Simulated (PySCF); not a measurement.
```xyz
2

As    0.0000    0.0000   -0.0203
H     0.0000    0.0000    1.5117
```

Method: PBE0/6-311G(d,p), non-relativistic, at a bond length of 1.532 Å in PySCF.

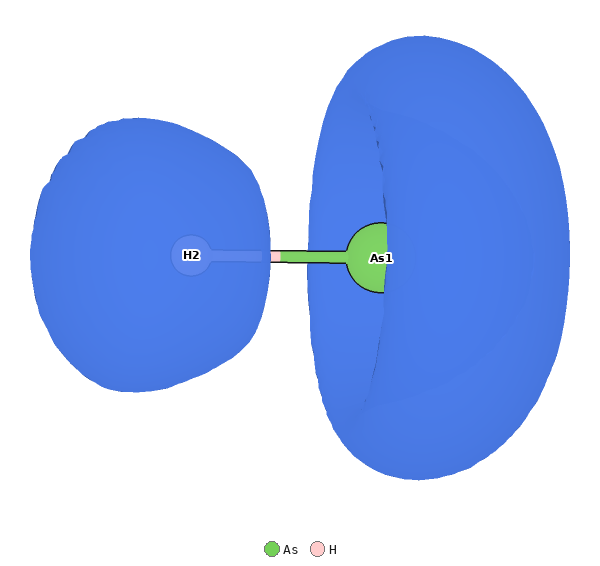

AsH (triplet). Isosurface of the ELF at 0.8 (blue), seen from one side. Only the valence region is drawn (cores and ρ < 0.01 e/Å³ removed).

> Describe the localisation domains.

At this value the surface marks out one region around a hydrogen nucleus and one ring or bowl of non-bonding electrons around As.

Values along the shortest contacts:
As–H (1.53 Å): the ELF climbs to about 1 towards the hydrogen, as it does in any bond to H.
